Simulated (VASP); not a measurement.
Band structure of Dy (space group P6_3/mmc). Method: PBE GGA, VASP's PBE PAW potentials (set 64) (plane waves; VASP).

The run has a spin-polarised start.

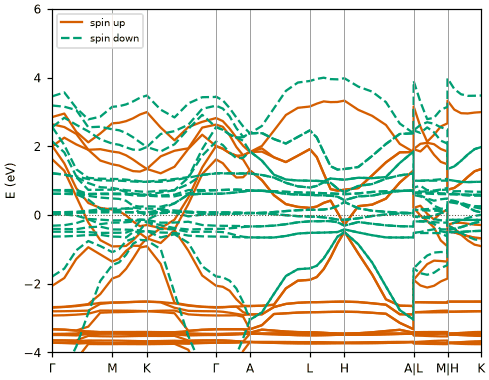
Figure: Bands along high-symmetry lines, zero at the valence-band maximum or, without a gap, the Fermi level

**Question.** Read the plot: is there a gap, and where are the band edges?

**Answer.** It has no gap at this level: it comes out as a metal or semimetal.

The structure comes from a computed database's Dy entry; how it stands against other phases isn't given here. The cell was not relaxed at this level.
